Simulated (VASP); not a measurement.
Energy against volume of Ir (fcc). Computed with PW91 GGA, VASP's PBE PAW potentials (set 64) (plane waves; VASP).

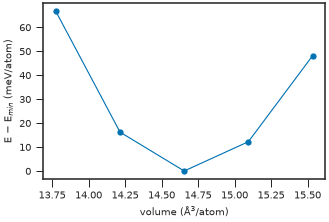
Figure. Energy against volume

Problem. Estimate the equilibrium volume and the bulk modulus.

Solution. The minimum lies near 14.7 Å³/atom, and the curvature gives B0 of about 340 GPa.

Measured: bulk modulus 365 GPa at 0 K (computed value off by -6.2 %), as given by H. Levämäki et al., Physical Review B (2014), arXiv:1402.3671 [corrected for temperature and zero-point phonon effects]; a 3.831 Å at 0 K (computed value off by +1.4 %), as given by Daniel Mejia-Rodriguez et al., Physical Review B (2018), arXiv:1807.09216 [static lattice: zero-point anharmonic expansion removed].

The compound is Ir in the fcc structure. It was relaxed first.
